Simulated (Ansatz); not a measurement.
**CH2FN (SMILES N=CF): levels of theory compared**

We compute a comparison of 6 runs (HF/STO-3G, UHF/STO-3G, CAM-B3LYP/STO-3G, UPBE0/STO-3G, wB97X/STO-3G, UCCSD(T)/STO-3G) of CH2FN. 

The calculation is run with Ansatz 0.2.0.

65 further runs of the same task are left out: 65 set aside as unsound or not needed.

## Step 1: The structure to begin with

CH2FN: 5 atoms, total charge 0, spin state singlet. SMILES: `N=CF`. The H5–C2 distance was set to 1.365 Å, away from the relaxed value.

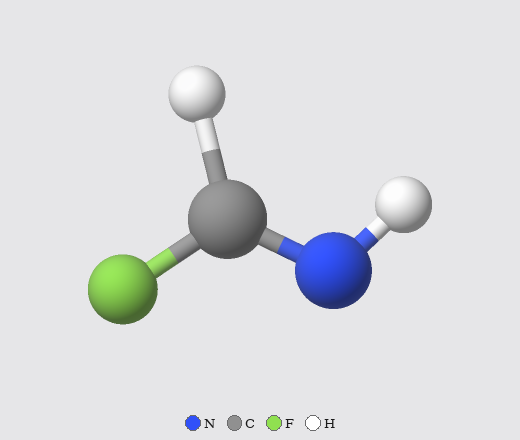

The structure, seen from a chosen angle (nitrogen blue, carbon grey, fluorine green, hydrogen white).

## Step 2: The energy at HF/STO-3G (run 1)

Input file job.yaml:

```yaml
crystal:
  periodic: [false, false, false]
  atoms:
    - {symbol: N, position_ang: [-0.789476, -0.709529, -0.507376]}
    - {symbol: C, position_ang: [0.226924, -0.289629, 0.069724]}
    - {symbol: F, position_ang: [1.172824, -1.139929, 0.453224]}
    - {symbol: H, position_ang: [-1.413476, 0.058971, -0.734876]}
    - {symbol: H, position_ang: [0.574800, 0.986000, 0.407600]}
basis:
  gaussian: {orbitals: STO-3G}
accuracy: high
hamiltonian: {xc: hf}
```

Command:

```sh
$ ansatz run job.yaml --threads 1 --pin off --max-ram 2610MiB --events-out events.jsonl --progress --plain --runs-dir runs
```

Output:

```text
Warning: RAYON_NUM_THREADS=1 ignored (pool sized by the plan → 1); use --threads N
Functional definition: HF
  name "HF"
  exchange = exact_x
  correlation = 0
298 factors; integrals over basis functions are off by at most 4.6e-8 eV
mean field evaluation 1: about -5173.8282 eV, gradient 3.0e1 eV
mean field evaluation 2: about -5173.9235 eV, gradient 3.0e1 eV
mean field evaluation 4: about -5176.8866 eV, gradient 2.2e0 eV
mean field evaluation 8: about -5176.9262 eV, gradient 7.0e-2 eV
mean field -5176.92620493 eV, -190.2485289844 hartree, gradient 2.7e-8 eV, S^2 0.000000; 0 other end points of the search recorded, 0 dependent functions left out
reference -5176.92620493 eV, -190.2485289844 hartree; 12, 12 occupied and 5, 5 virtual orbitals, 298 factors
Total energy: -5176.92620493 eV, -190.2485289844 hartree
```

It took 0.08 s on 1 thread of Arm Neoverse V2, shared host.

## Step 3: The energy at UHF/STO-3G (run 2)

Input file in.yaml:

```yaml
crystal:
  periodic: [false, false, false]
  atoms:
    - {symbol: N, position_ang: [-0.789476, -0.709529, -0.507376]}
    - {symbol: C, position_ang: [0.226924, -0.289629, 0.069724]}
    - {symbol: F, position_ang: [1.172824, -1.139929, 0.453224]}
    - {symbol: H, position_ang: [-1.413476, 0.058971, -0.734876]}
    - {symbol: H, position_ang: [0.574800, 0.986000, 0.407600]}
basis:
  gaussian: {orbitals: STO-3G}
total_charge: 0
magnetization: {spin_polarized: true}
hamiltonian: {xc: hf}
accuracy: high
```

Command:

```sh
$ ansatz run in.yaml --threads 1 --pin off --max-ram 2610MiB --events-out events.jsonl --progress --plain --runs-dir runs
```

Output:

```text
Warning: RAYON_NUM_THREADS=1 ignored (pool sized by the plan → 1); use --threads N
[... 4 set-up lines as earlier in the session ...]
298 factors; integrals over basis functions are off by at most 4.6e-8 eV
mean field evaluation 1: about -5173.8282 eV, gradient 2.1e1 eV
mean field evaluation 2: about -5173.9235 eV, gradient 2.1e1 eV
mean field evaluation 4: about -5176.8866 eV, gradient 1.6e0 eV
mean field evaluation 8: about -5176.9262 eV, gradient 5.0e-2 eV
mean field evaluation 16: about -5176.9251 eV, gradient 4.5e-1 eV
mean field evaluation 32: about -5176.7338 eV, gradient 2.1e0 eV
mean field evaluation 64: about -5176.8065 eV, gradient 2.2e-1 eV
mean field -5176.93486655 eV, -190.2488472932 hartree, gradient 2.1e-8 eV, S^2 0.085683; 2 other end points of the search recorded, 0 dependent functions left out
reference -5176.93486655 eV, -190.2488472932 hartree; 12, 12 occupied and 5, 5 virtual orbitals, 298 factors
Total energy: -5176.93486655 eV, -190.2488472932 hartree
```

It took 0.16 s on 1 thread of Arm Neoverse V2, shared host.

## Step 4: The energy at CAM-B3LYP/STO-3G (run 3)

Input file job.yaml:

```yaml
basis:
  gaussian: {orbitals: STO-3G}
crystal:
  periodic: [false, false, false]
  atoms:
    - {symbol: "N", position_ang: [-0.789476, -0.709529, -0.507376]}
    - {symbol: C, position_ang: [0.226924, -0.289629, 0.069724]}
    - {symbol: F, position_ang: [1.172824, -1.139929, 0.453224]}
    - {symbol: H, position_ang: [-1.413476, 0.058971, -0.734876]}
    - {symbol: H, position_ang: [0.574800, 0.986000, 0.407600]}
hamiltonian: {xc: {name: CAM-B3LYP}}
accuracy: high
```

Command:

```sh
$ ansatz run job.yaml --threads 1 --pin off --max-ram 2610MiB --events-out events.jsonl --progress --plain --runs-dir runs
```

Output:

```text
Warning: RAYON_NUM_THREADS=1 ignored (pool sized by the plan → 1); use --threads N
Functional definition: CAM-B3LYP
  name "CAM-B3LYP"
  parameter alpha = 0.19
  parameter beta = 0.46
  parameter omega = 0.33/bohr
  parameter ac = 0.81
  exchange = (1 - alpha - beta)*b88_x + beta*b88_x_sr(omega) + alpha*exact_x + beta*exact_x_lr(omega)
  correlation = (1 - ac)*vwn5_c + ac*lyp_c
298 factors; integrals over basis functions are off by at most 4.6e-8 eV
149 factors; integrals over basis functions are off by at most 6.7e-10 eV
mean field evaluation 1: about -5196.6837 eV, gradient 3.0e1 eV
mean field evaluation 2: about -5195.1678 eV, gradient 4.2e1 eV
mean field evaluation 4: about -5199.4668 eV, gradient 1.3e0 eV
mean field evaluation 8: about -5199.4305 eV, gradient 7.7e-3 eV
mean field evaluation 16: about -5199.4305 eV, gradient 5.1e-8 eV
mean field -5199.43052199 eV, -191.0755473827 hartree, gradient 4.9e-8 eV, S^2 0.000000; 0 other end points of the search recorded, 0 dependent functions left out
reference -5199.43053262 eV, -191.0755477733 hartree; 12, 12 occupied and 5, 5 virtual orbitals, 298 factors
Total energy: -5199.43053262 eV, -191.0755477733 hartree
```

It took 0.91 s on 1 thread of Arm Neoverse V2, shared host.

Runs 4 to 5 aren't shown in full; the table further down has their settings and results.

## Step 5: The energy at UCCSD(T)/STO-3G (run 6)

in.yaml, as its differences from that of step 3:

```diff
@@ -1 +1,3 @@
+basis:
+  gaussian: {orbitals: STO-3G}
 crystal:
@@ -8,7 +10,5 @@
     - {symbol: H, position_ang: [0.574800, 0.986000, 0.407600]}
-basis:
-  gaussian: {orbitals: STO-3G}
-total_charge: 0
 magnetization: {spin_polarized: true}
-hamiltonian: {xc: hf}
+correlation: {method: ccsd_t, frozen_orbitals: {C: 1, F: 1, H: 0, "N": 1}}
 accuracy: high
+scf: {omitted_lower_state_checks: [cluster_reference, increment]}
```

Command:

```sh
$ ansatz run in.yaml --threads 1 --pin off --max-ram 2610MiB --events-out events.jsonl --progress --plain --runs-dir runs
```

Output:

```text
Warning: RAYON_NUM_THREADS=1 ignored (pool sized by the plan → 1); use --threads N
[... 13 lines left out ...]
3 core orbitals not correlated: weight in the atoms' cores, before any rotation towards them, 1.000 or more for the frozen orbitals, at most 0.000 for the correlated occupied ones
[... 25 lines left out ...]
Total energy: -5181.84963949 eV, -190.4294618674 hartree
Checks for a lower state left out: cluster_reference, increment
```

Run time: 0.26 s. Hardware: 1 thread of Arm Neoverse V2, shared host.

## Step 6: All runs side by side

```tsv
run	level	frozen core orbitals	energy (Eh)	wall time
1	HF/STO-3G	–	-190.248529	0.08 s
2	UHF/STO-3G	–	-190.248847	0.16 s
3	CAM-B3LYP/STO-3G	–	-191.075548	0.91 s
4	UPBE0/STO-3G	–	-190.995062	1.3 s
5	wB97X/STO-3G	–	-191.146103	3.3 s
6	UCCSD(T)/STO-3G	3	-190.429462	0.26 s
```

## Step 7: What came out

| quantity | value |
| --- | --- |
| run 6: total energy | -190.42946 Eh |
| run 6: correlation energy (3 core orbitals frozen) | -180.6 mEh |
| run 6: (T) correction | -4.56 mEh |
| run 6: ⟨S²⟩ of the reference determinant | 0.086 |
| run 6: T1 diagnostic | 0.030 |

In words: Totals of different functionals can't be ranked against each other. In runs 1, 2, 3, 4, 5, 6 the basis is minimal, so the values are rough. All runs together took 6 s, the longest 3.3 s.
